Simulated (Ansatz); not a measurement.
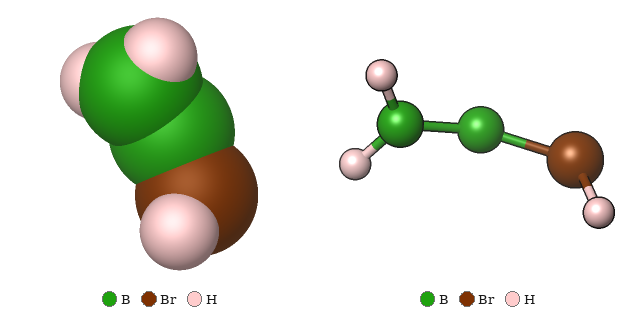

Two views of one molecule.

The geometry was computed by an optimisation with PBE0-D4/def2-TZVP. No frequency run is at hand to confirm it as a minimum.

Identify the structure.

The molecule is B2BrH3. This geometry has Cs symmetry. Coordination: 1 B trigonal planar; 1 B bent; 1 Br bent.

More results for the same structure follow; atom numbers are the same in all pictures, views and colours differ.

**Shape**

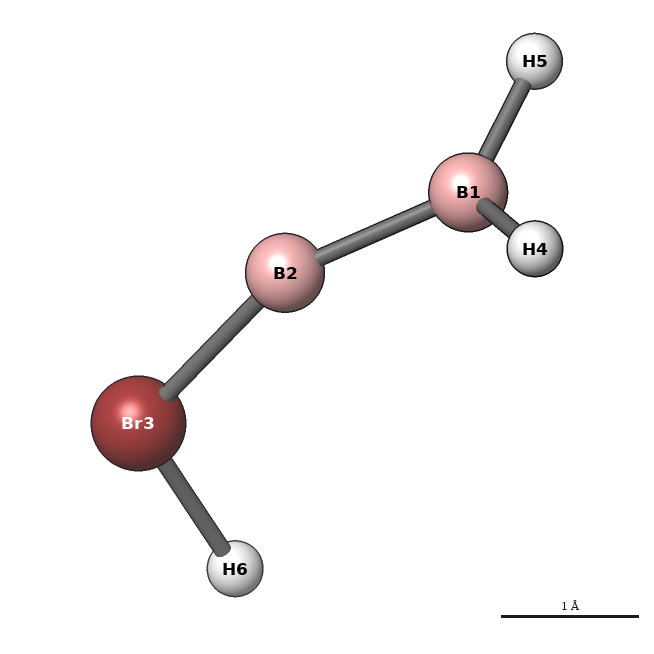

Atoms carry their numbers in the input. No frequency run is at hand to confirm it as a minimum.

Estimate the angles B2–B1–H4, H4–B1–H5, B1–B2–Br3, B2–Br3–H6.

| angle | degrees |
| --- | --- |
| B2–B1–H4 | 120.5 |
| H4–B1–H5 | 118.8 |
| B1–B2–Br3 | 156.4 |
| B2–Br3–H6 | 117.7 |

**Charges**

The questions are on Mulliken charges. No frequency run is at hand to confirm it as a minimum. Properties computed with RKS PBE0-D4/def2-TZVP (Ansatz 0.2.0).

Give the Mulliken charges atom by atom.

```json
{"atom": "B1", "value (e)": "−0.16"}
{"atom": "B2", "value (e)": "−0.11"}
{"atom": "Br3", "value (e)": "0.17"}
{"atom": "H4", "value (e)": "0.03"}
{"atom": "H5", "value (e)": "0.03"}
{"atom": "H6", "value (e)": "0.04"}
```

**Electronic properties**

No frequency run is at hand to confirm it as a minimum. Level of theory: RKS PBE0-D4/def2-TZVPP (Ansatz 0.2.0).

Estimate the HOMO energy (Kohn–Sham orbital).

Answer. −5.67 eV.

Estimate the LUMO energy (Kohn–Sham orbital).

Answer. −2.27 eV.

**Dipole moment**

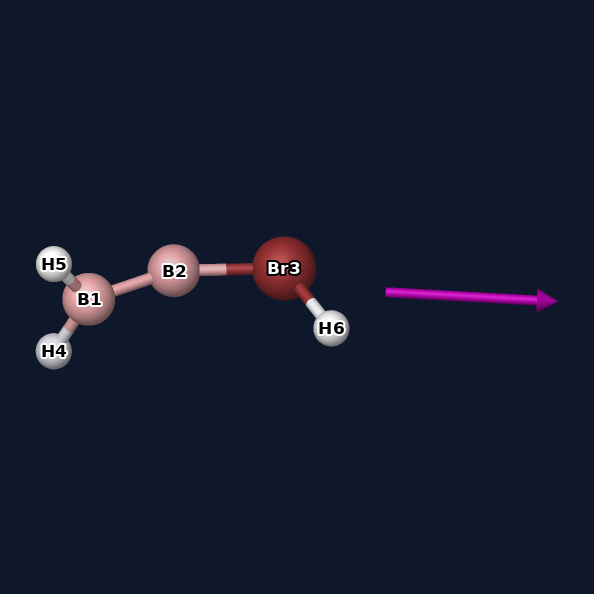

The arrow beside the molecule shows the direction of the dipole moment, from the negative to the positive end (its length means nothing). No frequency run is at hand to confirm it as a minimum. Method: RKS PBE0-D4/def2-TZVP (Ansatz 0.2.0).

How large is the dipole moment?

Answer. 3.50 D; it points from the side of H4, H5 to the side of H6 (the outermost atoms at the two ends).

Mulliken values depend strongly on the basis set and can even reverse the polarity of a bond.
